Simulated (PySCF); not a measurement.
Geometry relaxation of B$_{2}$SiH$_{2}$Cl$_{2}$F$_{2}$

System: B$_{2}$SiH$_{2}$Cl$_{2}$F$_{2}$, SMILES FB(F)[SiH2]B(Cl)Cl.
Method: PBE0-D3(BJ)/def2-SVP geometry optimisation, gas phase (PySCF 2.14.0).

It belongs to a series of runs on one base structure; here: H on Si replaced by BCl2.

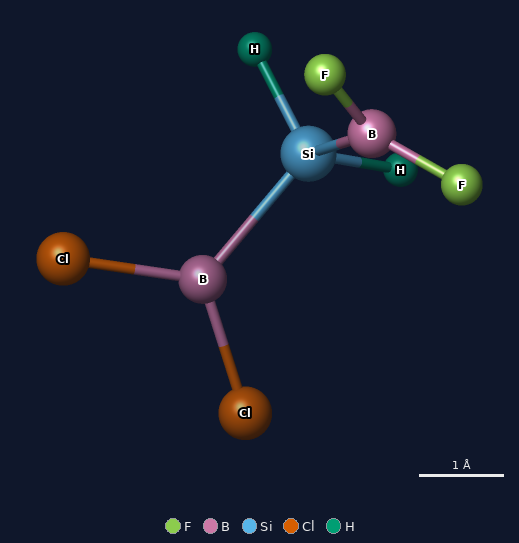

**Figure 1.** The starting structure (ball-and-stick view, seen at a tilt).

Input:
```
{"job": {"xc": "PBE0", "basis": "def2-SVP", "d3": "d3bj", "grid": 1, "shake": 0.01, "kind": "geom"}, "charge": 0, "multiplicity": 1}
F     -2.351900     0.758150    -0.775550
B     -1.645090    -0.237380    -0.369590
F     -2.080080    -1.384440    -0.868490
Si     0.005290    -0.039200     0.780390
B      1.586430     0.254200    -0.369040
Cl     2.079650     1.848210    -0.817430
Cl     2.514130    -1.057770    -0.980320
H     -0.193110     1.074880     1.726400
H      0.142490    -1.233810     1.639890
```

The first line tells a small driver script what to run in PySCF; the rest is the geometry in Å.

Machine: 1 CPU thread, shared host.

Run as:
```bash
OMP_NUM_THREADS=1 python <driver script> task.json out
```

Log:
```
step   0  E = -1459.42209265  max force = 0.034598
step   1  E = -1459.42651488  max force = 0.009152
step   2  E = -1459.42667371  max force = 0.004764
step   3  E = -1459.42685354  max force = 0.000805
step   4  E = -1459.42686916  max force = 0.000308
step   5  E = -1459.42687501  max force = 0.000430
optimisation converged
```

Trajectory as extended XYZ (Å, eV, eV/Å), 6 frames, from step=0 to step=5:
```
9
Properties=species:S:1:pos:R:3:forces:R:3 step=0 energy=-39712.89793
F    -2.3519    0.7581   -0.7755   -0.6905   1.7791  -0.2036
B    -1.6451   -0.2374   -0.3696    0.2161  -1.2530  -0.3055
F    -2.0801   -1.3844   -0.8685    0.4036  -0.4594   0.3277
Si    0.0053   -0.0392    0.7804   -0.5184  -0.1902   0.4629
B     1.5864    0.2542   -0.3690    0.1488   0.1791  -0.0507
Cl    2.0796    1.8482   -0.8174    0.0484   0.6116  -0.1110
Cl    2.5141   -1.0578   -0.9803    0.3390  -0.7184  -0.2493
H    -0.1931    1.0749    1.7264   -0.0577   0.4543   0.1008
H     0.1425   -1.2338    1.6399    0.1108  -0.4031   0.0287
9
Properties=species:S:1:pos:R:3:forces:R:3 step=1 energy=-39713.01826
F    -2.1224    1.0007   -0.8348    0.1857  -0.4706   0.0993
B    -1.4416   -0.0590   -0.4066   -0.0380   0.4398  -0.0082
F    -1.7196   -1.2259   -0.9489   -0.1319   0.0304  -0.0868
Si    0.0635    0.1242    0.9526    0.1442   0.0481  -0.2297
B     1.7050    0.4162   -0.2197   -0.0850  -0.1577   0.0577
Cl    2.1558    2.0319   -0.7107    0.0243  -0.0614   0.0080
Cl    2.6095   -0.9510   -0.8523   -0.1146   0.1950   0.0855
H    -0.1767    1.3073    1.8325    0.0136  -0.0345   0.0271
H     0.1909   -1.1390    1.7373    0.0017   0.0108   0.0471
9
Properties=species:S:1:pos:R:3:forces:R:3 step=2 energy=-39713.02259
F    -2.1367    0.9814   -0.8436    0.1585   0.0645   0.1608
B    -1.4393   -0.0545   -0.4066   -0.2450   0.1644  -0.1865
F    -1.7536   -1.2055   -0.9643    0.1088  -0.2177   0.0585
Si    0.0708    0.1252    0.9458    0.0132   0.0217  -0.1030
B     1.7031    0.4168   -0.2138    0.0279  -0.0607   0.0050
Cl    2.1819    2.0235   -0.7024   -0.0108   0.0096   0.0152
Cl    2.6023   -0.9488   -0.8365   -0.0279   0.0203   0.0165
H    -0.1637    1.3024    1.8339   -0.0177  -0.0116   0.0182
H     0.1997   -1.1350    1.7367   -0.0069   0.0096   0.0155
9
Properties=species:S:1:pos:R:3:forces:R:3 step=3 energy=-39713.02748
F    -2.1244    0.9990   -0.8337    0.0174  -0.0302  -0.0061
B    -1.4411   -0.0503   -0.4159   -0.0400   0.0347   0.0206
F    -1.7481   -1.2130   -0.9573   -0.0109   0.0063  -0.0140
Si    0.0673    0.1254    0.9355   -0.0066   0.0021  -0.0096
B     1.7015    0.4120   -0.2123    0.0414  -0.0105   0.0070
Cl    2.1881    2.0183   -0.6930   -0.0006   0.0336  -0.0001
Cl    2.5981   -0.9528   -0.8319    0.0156  -0.0402  -0.0173
H    -0.1678    1.2996    1.8271   -0.0140   0.0019   0.0126
H     0.1907   -1.1329    1.7309   -0.0022   0.0024   0.0069
9
Properties=species:S:1:pos:R:3:forces:R:3 step=4 energy=-39713.02791
F    -2.1223    1.0049   -0.8371    0.0033  -0.0106  -0.0033
B    -1.4450   -0.0461   -0.4162   -0.0033   0.0135   0.0073
F    -1.7568   -1.2081   -0.9569   -0.0102   0.0073  -0.0012
Si    0.0673    0.1255    0.9334    0.0044  -0.0061  -0.0158
B     1.7087    0.4054   -0.2109   -0.0003  -0.0060   0.0072
Cl    2.1914    2.0158   -0.6856    0.0153  -0.0007  -0.0032
Cl    2.6032   -0.9605   -0.8346   -0.0009   0.0050   0.0004
H    -0.1675    1.3001    1.8256   -0.0034  -0.0018   0.0028
H     0.1853   -1.1316    1.7317   -0.0049  -0.0006   0.0058
9
Properties=species:S:1:pos:R:3:forces:R:3 step=5 energy=-39713.02806
F    -2.1219    1.0138   -0.8399   -0.0121   0.0213  -0.0084
B    -1.4504   -0.0395   -0.4180    0.0195  -0.0221   0.0036
F    -1.7716   -1.2007   -0.9556   -0.0036   0.0083   0.0090
Si    0.0664    0.1252    0.9286    0.0057  -0.0013  -0.0119
B     1.7155    0.3995   -0.2089   -0.0094   0.0067   0.0054
Cl    2.2112    2.0085   -0.6771    0.0042  -0.0160   0.0043
Cl    2.6058   -0.9693   -0.8323   -0.0049   0.0043   0.0040
H    -0.1673    1.2991    1.8227    0.0024  -0.0007  -0.0037
H     0.1767   -1.1311    1.7297   -0.0018  -0.0006  -0.0024
```

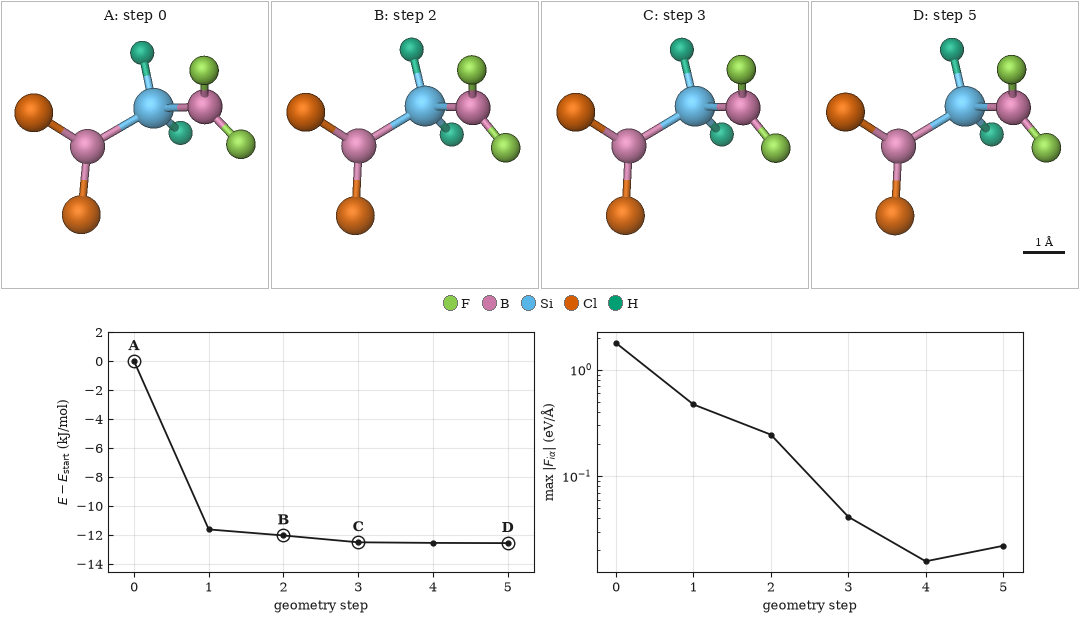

**Figure 2.** Frames of the relaxation (ball-and-stick view, seen at a tilt) above the curves, on which the letters mark them (steps are counted from 0).

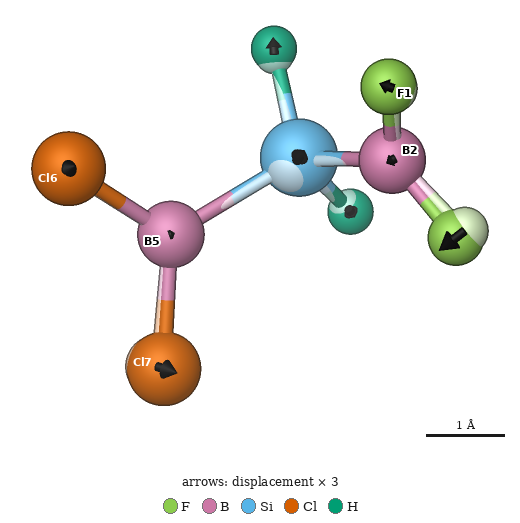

**Figure 3.** Start (faint) and end (solid) with the displacements as black arrows, magnified 3 times (ball-and-stick view, seen at a tilt). The two geometries are laid on each other by the best rigid fit. After 5 geometry steps the energy has fallen by 12.6 kJ/mol. The largest force component goes from 1.8 to 0.022 eV/Å. F3 moves most after the best rigid fit: 0.14 Å. Largest moves by element: F 0.14 Å, Cl 0.11 Å, Si 0.09 Å, H 0.08 Å, B 0.05 Å. Among the contacts that change: Si4–B5 1.977 → 2.022 Å, F1–B2 1.287 → 1.319 Å, B5–Cl7 1.719 → 1.748 Å, B5–Cl6 1.728 → 1.748 Å. Among the angles that change: H8–Si4–H9 104.5° → 110.6°, B2–Si4–B5 109.7° → 104.3°, F1–B2–F3 111.8° → 116.7°. (Atoms are counted from 1 in the order of the input.)

Results in brief:

- outcome: converged
- total energy: −1459.426875 hartree
- dipole moment: 0.82 D
- point group: Cs
- wall time: 43 s
- peak memory: 0.47 GiB
